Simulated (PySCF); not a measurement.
## Electronic structure of C$_{7}$H$_{11}$FOSi in real space

```xyz
21

C     4.9421    0.0937    0.8599
C     3.8894   -0.0615    0.2976
Si    2.3220   -0.2935   -0.6300
C     1.0613   -1.4054    0.2624
F     0.2278   -2.2116   -0.4699
C     0.7113    0.0994    0.3002
O    -0.3422    0.5649   -0.4827
C    -1.5954    0.6933    0.1788
C    -2.5157    1.4217   -0.7941
C    -2.1867   -0.6521    0.5952
H     5.8539    0.2258    1.3682
H     2.3046   -0.2633   -2.0749
H     1.2474   -1.8799    1.2228
H     0.7221    0.5290    1.3052
H    -1.4447    1.3129    1.0822
H    -2.0675    2.3660   -1.0920
H    -2.6608    0.8110   -1.6814
H    -3.4783    1.6119   -0.3277
H    -2.2820   -1.2987   -0.2735
H    -1.5500   -1.1464    1.3251
H    -3.1676   -0.5003    1.0387
```

Geometry: GFN2-xTB.

Computed with PBE0/pcSseg-1, SCF density, gas phase, non-relativistic (PySCF).

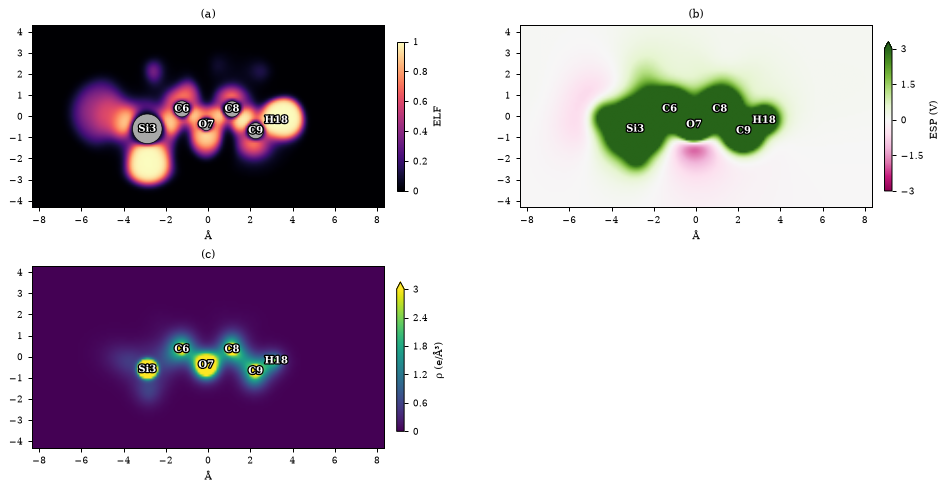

Figure 1. (a) ELF; (b) electrostatic potential; (c) total electron density on the plane of atoms O7, C8 and C9. Grey discs cover the atomic cores in the ELF map.

Read the bonding off the picture.

The plane passes through Si, C, O and H nuclei.
C–O (1.39 Å): ρ is about 2.1 e/Å³ halfway, with its minimum of 1.9 e/Å³ about 0.5 Å from C; the ELF peaks at about 0.90 between the atoms (a shared but strongly polarised pair).
C–Si (1.90 Å): the density is about 0.84 e/Å³ at the midpoint; the ELF peaks at about 0.90 between the atoms (a shared electron pair).
The ELF also peaks beside O7, away from the bonds: lone-pair regions.
Outside the dense part of the molecule the potential is most negative (−1.9 V) near O7.

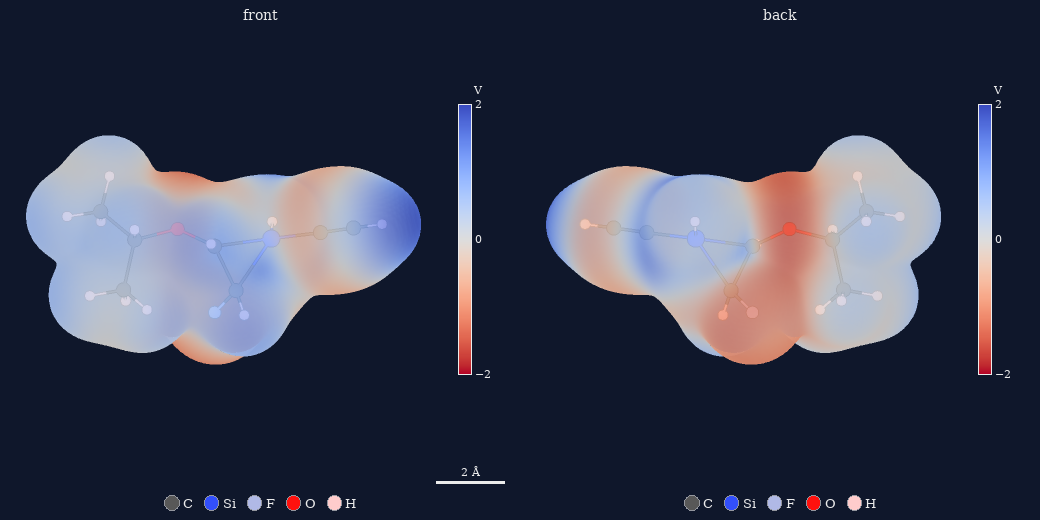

Figure 2. The molecular electrostatic potential painted on the density surface at 0.002 e/bohr³, seen from the front and from behind; red is negative and blue positive.

Where is the surface potential most negative and most positive?

The most negative region (about −1.4 V, or −32 kcal/mol for a unit charge) lies over O7, the most positive (about +1.8 V, or +42 kcal/mol for a unit charge) over H11. O7 is the likeliest acceptor of a hydrogen bond.

How polar is the molecule by this calculation?

Its dipole moment is 2.07 D.
